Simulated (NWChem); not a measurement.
# One shape, several levels: triplet P4

Aim: a comparison of 5 runs (UHF/STO-3G, UHF/3-21G, UB3LYP/6-31G*, UB2PLYP/def2-SVPD) of triplet P4. 

Program for the calculation: NWChem 7.3.0.

3 further runs of the same task are left out: 3 that didn't finish.

### 1 The molecule

The species is P4 (4 atoms), meant as a triplet with charge 0. As SMILES of the parent species, `P12P3P1P23`. Geometry: relaxed at PBE0-D4/def2-TZVP. That shape belongs to the parent species and isn't relaxed for this state.

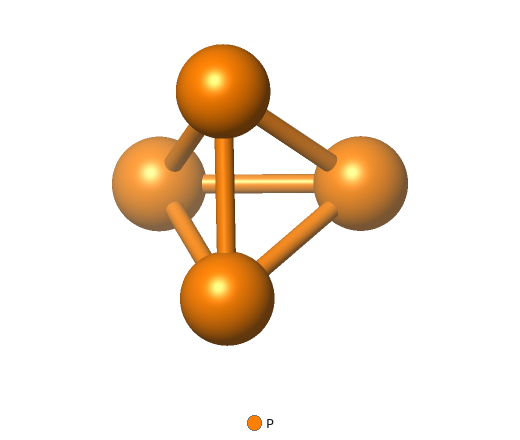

The structure, seen from a chosen angle (phosphorus orange).

### 2 The energy at UHF/STO-3G (run 1)

Contents of run.py:

```python
from ase import Atoms
from ase.calculators.nwchem import NWChem

system = Atoms(['P', 'P', 'P', 'P'], positions=[
    [-0.724800, -0.100000, 1.119400],
    [1.294900, 0.109800, 0.315700],
    [-0.185000, -1.091700, -0.749800],
    [-0.385100, 1.081900, -0.685200],
])

calc = NWChem(
    label='test',
    theory='scf',
    memory='2200 mb',
    basis='STO-3G',
    basispar='spherical bse',
    scf={'nopen': '2', 'uhf': None, 'thresh': '1e-08', 'maxiter': '80'},
    task='energy',
)
system.calc = calc

print("Total energy (eV):", round(system.get_potential_energy(), 6))
```

Command:

```bash
$ export ASE_NWCHEM_COMMAND="nwchem PREFIX.nwi > PREFIX.nwo"
$ python run.py
```

The log of the run:

```text
Total energy (eV): -36666.44018
```

The calculator wrote test.nwi:

```
title "test"

permanent_dir test

scratch_dir test

start test

geometry units angstrom nocenter noautosym noautoz
  P  -7.2480000000000000e-01 -1.0000000000000001e-01 1.1194000000000000e+00
  P  1.2948999999999999e+00 1.0979999999999999e-01 3.1569999999999998e-01
  P  -1.8500000000000000e-01 -1.0916999999999999e+00 -7.4980000000000002e-01
  P  -3.8510000000000000e-01 1.0819000000000001e+00 -6.8520000000000003e-01
end

memory 2200 mb

basis spherical bse noprint
   * library STO-3G
end

scf
  nopen 2
  uhf
  thresh 1e-08
  maxiter 80
end

task scf energy
```

test.nwo:

```text
Northwest Computational Chemistry Package (NWChem) 7.3.0
             --------------------------------------------------------

           Job information
           ---------------

    nwchem branch   = 7.3.0
    use scalapack   = T
    input           = test.nwi
    prefix          = test.
    data base       = test/test.db
    status          = startup
    nproc           =        1

           Memory information
           ------------------

    heap     =     72089594 doubles =      550.0 Mbytes
    stack    =     72089599 doubles =      550.0 Mbytes
    global   =    144179200 doubles =     1100.0 Mbytes (distinct from heap & stack)
    total    =    288358393 doubles =     2200.0 Mbytes
    verify   = yes
    hardfail = no

[... 129 lines left out ...]
 Convergence threshold     :          1.000E-08
[... 17 lines left out ...]
       Final UHF  results
[... 3 lines left out ...]
      One electron energy =  -2531.951320248178
[... 1 line left out ...]
 Nuclear repulsion energy =    327.132447890431
[... 48 lines left out ...]
          Final beta eigenvalues
[... 175 lines left out ...]
                     UHF Final Beta Molecular Orbital Analysis
[... 169 lines left out ...]
   Mulliken analysis of the spin density
   -------------------------------------

    Atom       Charge   Shell Charges
 -----------   ------   -------------------------------------------------------
    1 P   15    -0.06   0.00  0.00 -0.00  0.00 -0.06
    2 P   15     1.06   0.00  0.00  0.02  0.02  1.02
    3 P   15    -0.06   0.00  0.00 -0.00  0.00 -0.06
    4 P   15     1.06   0.00  0.00  0.02  0.02  1.02

       Multipole analysis of the density wrt the origin
       ------------------------------------------------

     L   x y z        total         alpha         beta         nuclear
     -   - - -        -----         -----         ----         -------
     0   0 0 0      0.000000    -31.000000    -29.000000     60.000000

     1   1 0 0     -0.050146     -0.917581      0.867435     -0.000000
[... 8 lines of this table left out ...]
     2   0 0 2    -33.823418    -82.892152    -78.655127    127.723861

 Task  times  cpu:       17.1s     wall:       17.1s
 Total times  cpu:       17.2s     wall:       17.2s
```

It took 19 s on 1 thread of Intel Xeon Platinum 8259CL at 2.50GHz (Skylake/Cascade Lake), shared host; peak memory 0.099 GiB.

### 3 The energy at UHF/3-21G (run 2)

Contents of p4.nw:

```
echo
start p4
memory total 2200 mb

geometry noautosym nocenter noautoz
 P     -0.724800    -0.100000     1.119400
 P      1.294900     0.109800     0.315700
 P     -0.185000    -1.091700    -0.749800
 P     -0.385100     1.081900    -0.685200
end

basis spherical bse
 * library 3-21G
end

scf
 triplet
 uhf
 thresh 1e-08
 maxiter 80
end

task scf energy
```

Command:

```bash
$ nwchem p4.nw > p4.out
```

The log of the run:

```text
[...]
  functions       =    52
[...]
  wavefunction    = UHF
[...]
         Total SCF energy =  -1355.734016811773
      One electron energy =  -2528.605776135154
      Two electron energy =    845.739311432951
 Nuclear repulsion energy =    327.132447890431
                       Sz =      1.0000
                 Sz(Sz+1) =      2.0000
                      S^2 =      2.0698
[...]
```

It took 12 s on 1 thread of Intel Xeon Platinum 8259CL at 2.50GHz (Skylake/Cascade Lake), shared host; peak memory 0.098 GiB.

### 4 A single-point energy at UB3LYP/6-31G(d) (Cartesian functions) (run 3)

Contents of struct.nw:

```
START struct
TITLE "P4 energy"
memory total 2200 mb
GEOMETRY noautosym nocenter noautoz
  P    -0.724800   -0.100000    1.119400
  P     1.294900    0.109800    0.315700
  P    -0.185000   -1.091700   -0.749800
  P    -0.385100    1.081900   -0.685200
END
BASIS cartesian
  * library 6-31G*
END
DFT
  xc b3lyp
  mult 3
  grid xfine
  convergence energy 1e-08
  maxiter 100
  mulliken
  print low
END
TASK dft energy
```

Command:

```bash
$ nwchem struct.nw > struct.out
```

The log of the run:

```text
[...]
 d= 0,ls=0.0,diis     1  -1365.1877970945 -1.69D+03  1.55D-02  1.71D-01     4.5
[...]
 d= 0,ls=0.0,diis    28  -1365.2647686407 -4.95D-09  4.69D-06  1.04D-10   113.2
[...]
         Total DFT energy =    -1365.264768640686
      One electron energy =    -2539.456856485632
           Coulomb energy =      940.170359678516
    Exchange-Corr. energy =      -93.110719724002
 Nuclear repulsion energy =      327.132447890431
[...]
      Total Density - Mulliken Population Analysis
     ---------------------------------------------
    Atom       Charge   Shell Charges
 -----------   ------   -------------------------------------------------------
    1 P   15    14.99   2.00  1.99  5.97  1.35  2.31  0.66  0.66  0.07
    2 P   15    15.01   2.00  1.99  5.97  1.35  2.25  0.66  0.70  0.08
    3 P   15    14.99   2.00  1.99  5.97  1.35  2.31  0.66  0.66  0.07
    4 P   15    15.01   2.00  1.99  5.97  1.35  2.25  0.66  0.70  0.08
[...]
      <S2> =      2.0059 (Exact =     2.0000)
[...]
```

Run time: 1.9 min. Hardware: 1 thread of Intel Xeon Platinum 8259CL at 2.50GHz (Skylake/Cascade Lake), shared host; peak memory 0.12 GiB.

Run 4 isn't shown in full; the table further down has it.

### 5 A single-point energy at UB2PLYP/def2-SVPD (run 5)

Contents of p4.nw:

```
start p4
memory stack 880 mb heap 220 mb global 1100 mb
geometry units au noautosym nocenter noautoz
 P     -1.36967350    -0.18897261     2.11535942
 P      2.44700636     0.20749193     0.59658654
 P     -0.34959933    -2.06301401    -1.41691665
 P     -0.72773353     2.04449469    -1.29484034
end
basis spherical bse
 P library def2-SVPD
end
dft
 xc hfexch 0.53 becke88 0.47 lyp 0.73 mp2 0.27
 dftmp2 semidirect
 mult 3
 grid fine
 convergence energy 1e-08
 maxiter 100
 mulliken
 noprint "final vectors analysis"
end
mp2
 freeze core 20
end
task dft energy
```

Command:

```bash
$ nwchem p4.nw > p4.out
```

The log of the run:

```text
[...]
          Wavefunction type:  spin polarized.
          No. of atoms     :     4
          No. of electrons :    60
[...]
          Charge           :     0
          Spin multiplicity:     3
[...]
          AO basis - number of functions:    96
[...]
              XC Information
              --------------
                     Hartree-Fock (Exact) Exchange  0.530
                    Becke 1988 Exchange Functional  0.470
              Lee-Yang-Parr Correlation Functional  0.730
[...]
 d= 0,ls=0.0,diis     1  -1364.1069069150 -1.69D+03  6.25D-03  8.99D-02     5.1
[...]
 d= 0,ls=0.0,diis    30  -1364.1789887429 -4.07D-09  1.83D-06  1.19D-10    98.9
[...]
         Total DFT energy =    -1364.178988742863
      One electron energy =    -2538.542249708002
           Coulomb energy =      939.603412283385
    Exchange-Corr. energy =      -92.372575737627
 Nuclear repulsion energy =      327.132424419381
[...]
      Total Density - Mulliken Population Analysis
     ---------------------------------------------
    Atom       Charge   Shell Charges
 -----------   ------   -------------------------------------------------------
    1 P   15    14.99   2.00  1.99  1.27  0.61  0.05  5.93  1.39  1.62  0.14  0.01
    2 P   15    15.01   2.00  1.99  1.28  0.59  0.09  5.92  1.37  1.56  0.16  0.06
    3 P   15    14.99   2.00  1.99  1.27  0.61  0.05  5.93  1.39  1.62  0.14  0.01
    4 P   15    15.01   2.00  1.99  1.28  0.59  0.09  5.92  1.37  1.56  0.16  0.06
[...]
      <S2> =      2.0160 (Exact =     2.0000)
[...]
  Basis functions       =     96
[...]
```

Run time: 1.8 min. Hardware: 1 thread of Intel Xeon Platinum 8259CL at 2.50GHz (Skylake/Cascade Lake), shared host; peak memory 0.23 GiB.

### 6 All runs side by side

```tsv
run	level	Cartesian functions	iteration cap	energy (Eh)	dipole moment (D)	⟨S²⟩	wall time
1	UHF/STO-3G	no	80	-1347.466834	0.22	2.025	19 s
2	UHF/3-21G	no	80	-1355.734017	0.44	2.070	12 s
3	UB3LYP/6-31G* (Cartesian functions)	yes	100	-1365.264769	–	2.006	1.9 min
4	UB3LYP/6-31G* (spherical functions)	no	100	-1365.254173	–	2.006	1.8 min
5	UB2PLYP/def2-SVPD	no	100	-1364.339430	0.60	2.016	1.8 min
```

### 7 Results

| quantity | value |
| --- | --- |
| run 5: total energy | -1364.33943 Eh |
| run 5: dipole moment (SCF part) | 0.60 D |
| run 5: ⟨S²⟩ | 2.016 |

What this shows: Over runs 1, 2, 5 the dipole moment (its size) runs from 0.22 D (UHF/STO-3G) to 0.60 D (UB2PLYP/def2-SVPD). The two ends differ in method and basis. A double hybrid's value is that of its SCF part. Totals of different functionals can't be ranked against each other. In run 1 the basis is minimal, so the values are rough. All runs together took 5.9 min, the longest 1.9 min.
